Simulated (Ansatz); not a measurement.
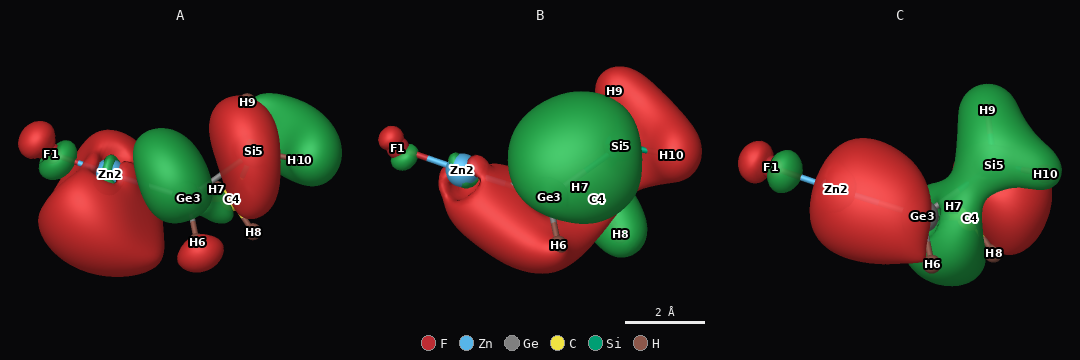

Figure. CH5FGeSiZn (SMILES [F][Zn][GeH]1[CH2][SiH2]1). Three frontier orbitals at ±0.06 Å⁻³ᐟ² (green and red are the two phases), in no order.

Geometry: PBE0-D4/def2-TZVP.

Level of theory: Ansatz 0.2.0, RKS PBE0-D4/def2-TZVPP.

```xyz
10

F    -3.8951   -1.9115    0.5834
Zn   -2.3574   -1.0734    0.7602
Ge   -0.3289    0.0719    0.9355
C     1.1604   -0.4878   -0.3201
Si    0.6335    1.2379   -0.8120
H     0.2223    0.3669    2.3362
H     0.9368   -1.3089   -0.9949
H     2.1252   -0.6120    0.1644
H    -0.0837    1.3758   -2.1007
H     1.5869    2.3410   -0.5519
```

> Which picture is the HOMO−1, the HOMO and the LUMO?

C is the HOMO−1 (−7.80 eV). It lies mainly on C4 (about 40 %), Ge3 (about 20 %), Si5 (about 15 %) and Zn2 (about 10 %). B is the HOMO (−6.77 eV). Its weight (Hirshfeld) is mainly on Ge3 (about 40 %), Si5 (about 30 %) and C4 (about 10 %). A is the LUMO (−1.30 eV). It lies mainly on Zn2 (about 40 %), Ge3 (about 25 %) and Si5 (about 20 %).

> What is the HOMO–LUMO gap?

5.47 eV between the orbital energies.
